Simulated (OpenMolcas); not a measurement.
Ar⁴⁺: multiconfigurational calculation (part 2 of 2)

The same run, continued: Ar⁴⁺. Method: state-averaged RASSCF, active space 4 electrons in the shells 3s 3p 3d; RAS3 3d with at most 2 electrons, basis ANO-R2, X2C scalar Hamiltonian, spin-orbit coupling by RASSI with atomic mean-field integrals (OpenMolcas).

Output (extracts), continued:
```
--- RASSI ---
SPIN-FREE ENERGIES:
  (Shifted by EMIN (a.u.) =       -523.6094480200)

 SF State       Relative EMIN(au)   Rel lowest level(eV)    D:o, cm**(-1)      L_eff

     1             0.0000000000        0.0000000000              0.0000         1.0
     2             0.0000000000        0.0000000000              0.0000         1.0
     3             0.0000000000        0.0000000000              0.0000         1.0
     7             0.0785963956        2.1387168787          17249.9150         2.0
     8             0.0785963956        2.1387168787          17249.9150         2.0
     9             0.0785963956        2.1387168787          17249.9150         2.0
    10             0.0785963956        2.1387168787          17249.9150         2.0
    11             0.0785963956        2.1387168787          17249.9150         2.0
    12             0.1811602424        4.9296213291          39760.0774         0.0
    19             0.3658626193        9.9556290476          80297.5635         0.0
    20             0.5473622840       14.8944865263         120132.1355         2.0
    21             0.5473622840       14.8944865263         120132.1355         2.0
    22             0.5473622840       14.8944865263         120132.1355         2.0
    23             0.5473622840       14.8944865263         120132.1355         2.0
    24             0.5473622840       14.8944865263         120132.1355         2.0
    25             0.6433256902       17.5057838382         141193.6687         1.0
    26             0.6433256902       17.5057838382         141193.6687         1.0
    27             0.6433256902       17.5057838382         141193.6687         1.0
    29             0.7105180968       19.3341823667         155940.6974         2.0
    30             0.7105180968       19.3341823667         155940.6974         2.0
    31             0.7105180968       19.3341823667         155940.6974         2.0
    32             0.7105180968       19.3341823667         155940.6974         2.0
    33             0.7105180968       19.3341823667         155940.6974         2.0
    28             0.8915802887       24.2611356045         195679.2552         0.0
    34             0.9225118870       25.1028272739         202467.9563         1.0
    35             0.9225118870       25.1028272739         202467.9563         1.0
    36             0.9225118870       25.1028272739         202467.9563         1.0
     4             1.2098656661       32.9221219447         265534.8211         1.0
     5             1.2098656661       32.9221219447         265534.8211         1.0
     6             1.2098656661       32.9221219447         265534.8211         1.0
    15             1.2453946641       33.8889152335         273332.5348         2.0
    13             1.2453946641       33.8889152335         273332.5348         2.0
    14             1.2453946641       33.8889152335         273332.5348         2.0
    16             1.2453946641       33.8889152335         273332.5348         2.0
    17             1.2453946641       33.8889152335         273332.5348         2.0
    18             1.4437636286       39.2868097465         316869.4902         0.0
     Dipole printing threshold changed to   1.00000000E+00

++ Dipole transition strengths (spin-free states):
   -----------------------------------------------
Eigenvalues of complex Hamiltonian:
   -----------------------------------
  (Shifted by EMIN (a.u.) =       -523.6094480200)

 SO State       Relative EMIN(au)   Rel lowest level(eV)    D:o, cm**(-1)     J-value

     1            -0.0058574976        0.0000000000              0.0000         0.0
     2            -0.0027631597        0.0842012252            679.1287         0.9
     3            -0.0027631597        0.0842012252            679.1287         0.6
     4            -0.0027631597        0.0842012252            679.1287         0.7
     5             0.0025621554        0.2291104293           1847.9002         1.2
     6             0.0025621554        0.2291104293           1847.9002         1.8
     7             0.0025621554        0.2291104293           1847.9002         1.1
     8             0.0025621554        0.2291104293           1847.9002         1.8
     9             0.0025621554        0.2291104293           1847.9002         1.8
    10             0.0787960139        2.3035393981          18579.2982         1.8
    11             0.0787960139        2.3035393981          18579.2982         1.2
    12             0.0787960139        2.3035393981          18579.2982         1.6
    13             0.0787960139        2.3035393981          18579.2982         1.8
    14             0.0787960139        2.3035393981          18579.2982         1.4
    15             0.1814898860        5.0979820178          41117.9980         0.0
    16             0.3657615716       10.1122700291          81560.9582         1.0
    17             0.3657615716       10.1122700291          81560.9582         1.8
    18             0.3657615716       10.1122700291          81560.9582         2.0
    19             0.3657615716       10.1122700291          81560.9582         1.8
    20             0.3657615716       10.1122700291          81560.9582         1.0
    21             0.5469142439       15.0416853649         121319.3742         0.6
    22             0.5469142439       15.0416853649         121319.3742         0.7
    23             0.5469142439       15.0416853649         121319.3742         1.0
    24             0.5470521985       15.0454393005         121349.6517         1.1
    25             0.5470521985       15.0454393005         121349.6517         1.7
    26             0.5470521985       15.0454393005         121349.6517         1.3
    27             0.5470521985       15.0454393005         121349.6517         1.9
    28             0.5470521985       15.0454393005         121349.6517         1.8
    29             0.5475341412       15.0585536301         121455.4259         1.7
    30             0.5475341412       15.0585536301         121455.4259         1.9
    31             0.5475341412       15.0585536301         121455.4259         2.5
    32             0.5475341412       15.0585536301         121455.4259         2.4
    33             0.5475341412       15.0585536301         121455.4259         2.5
    34             0.5475341412       15.0585536301         121455.4259         2.8
    35             0.5475341412       15.0585536301         121455.4259         2.6
    36             0.6433786844       17.6666165138         142490.8717         1.8
    37             0.6433786844       17.6666165138         142490.8717         1.9
    38             0.6433786844       17.6666165138         142490.8717         1.1
    39             0.6433786844       17.6666165138         142490.8717         1.1
    40             0.6433786844       17.6666165138         142490.8717         1.8
    41             0.6435196204       17.6704515769         142521.8036         0.7
Weights of the five most important spin-orbit-free states for each spin-orbit state.

 SO State  Total energy (au)           Spin-free states, spin, and weights
 -------------------------------------------------------------------------------------------------------
    1        -0.005857       3 1.0  0.3327    1 1.0  0.3327    2 1.0  0.3327   12 0.0  0.0018   18 0.0  0.0000
    2        -0.002763       2 1.0  0.4783    3 1.0  0.4534    1 1.0  0.0682    5 1.0  0.0000    4 1.0  0.0000
    3        -0.002763       1 1.0  0.4834    2 1.0  0.2644    3 1.0  0.2522    4 1.0  0.0000    6 1.0  0.0000
    4        -0.002763       1 1.0  0.4484    3 1.0  0.2943    2 1.0  0.2573    6 1.0  0.0000    5 1.0  0.0000
    5         0.002562       3 1.0  0.5778    2 1.0  0.3327    1 1.0  0.0869    7 0.0  0.0007    9 0.0  0.0007
    6         0.002562       1 1.0  0.4877    2 1.0  0.4864    3 1.0  0.0233    9 0.0  0.0009    7 0.0  0.0006
    7         0.002562       3 1.0  0.5484    2 1.0  0.3922    1 1.0  0.0568    7 0.0  0.0008    9 0.0  0.0006
    8         0.002562       3 1.0  0.4935    1 1.0  0.4813    2 1.0  0.0226   11 0.0  0.0021    7 0.0  0.0003
    9         0.002562       1 1.0  0.5497    2 1.0  0.4284    3 1.0  0.0193   10 0.0  0.0013    8 0.0  0.0007
   10         0.078796      11 0.0  0.9974    3 1.0  0.0012    1 1.0  0.0012    2 1.0  0.0003    8 0.0  0.0000
   11         0.078796      10 0.0  0.9974    2 1.0  0.0016    3 1.0  0.0006    1 1.0  0.0004    7 0.0  0.0000
   12         0.078796       9 0.0  0.9974    3 1.0  0.0010    2 1.0  0.0009    1 1.0  0.0007    4 1.0  0.0000
```

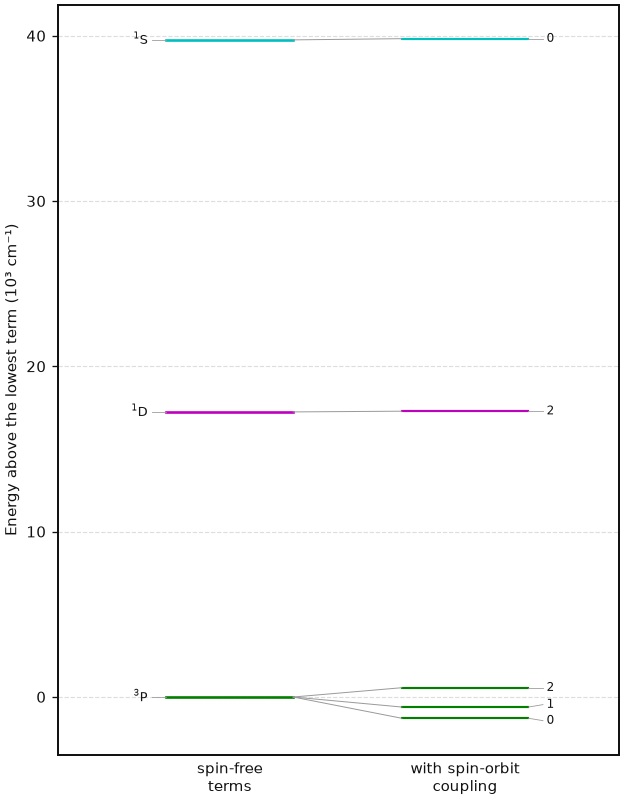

Terms of Ar V (Ar⁴⁺) without and with spin-orbit coupling; numbers at the right are J. ³P (at 0) splits over 1,850 cm⁻¹ into J = 0, 1, 2 from the bottom up (normal); ¹D (at 17,200 cm⁻¹) gives the one level J = 2; ¹S (at 39,800 cm⁻¹) gives the one level J = 0. The ground level lies 1,290 cm⁻¹ below the lowest term.

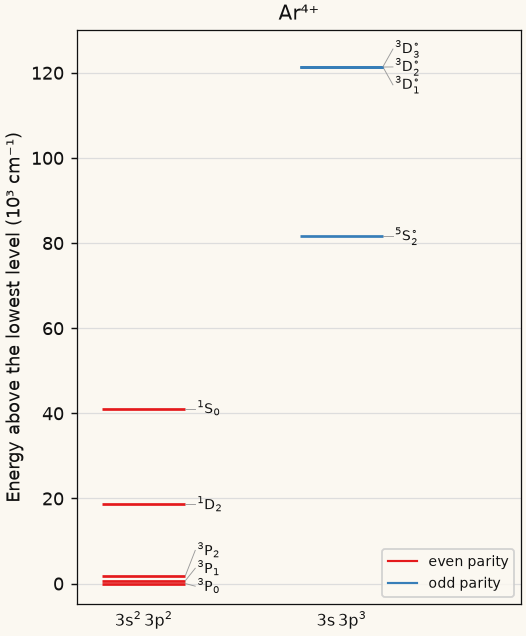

Level diagram of Ar⁴⁺. The lowest level is 3s² 3p² ³P₀. The first excited level, 3s² 3p² ³P₁, lies at 679 cm⁻¹. The ground term spreads over 1,850 cm⁻¹ in the order J = 0, 1, 2, a normal multiplet. Among those computed, the lowest level of opposite parity, 3s 3p³ ⁵S°₂, is at 81,600 cm⁻¹. The leading LS term holds 100 % of a level on average. Spin-orbit coupling puts the ground level 1,290 cm⁻¹ below the lowest spin-free term.

| Configuration | Level | E (cm⁻¹) | LS purity (%) |
| --- | --- | --- | --- |
| 3s² 3p² | ³P₀ | 0 | 100 |
| 3s² 3p² | ³P₁ | 679 | 100 |
| 3s² 3p² | ³P₂ | 1,848 | 100 |
| 3s² 3p² | ¹D₂ | 18,580 | 100 |
| 3s² 3p² | ¹S₀ | 41,120 | 100 |
| 3s 3p³ | ⁵S°₂ | 81,560 | 100 |
| 3s 3p³ | ³D°₁ | 121,300 | 100 |
| 3s 3p³ | ³D°₂ | 121,300 | 100 |
| 3s 3p³ | ³D°₃ | 121,500 | 100 |

Outcome of the run: converged.
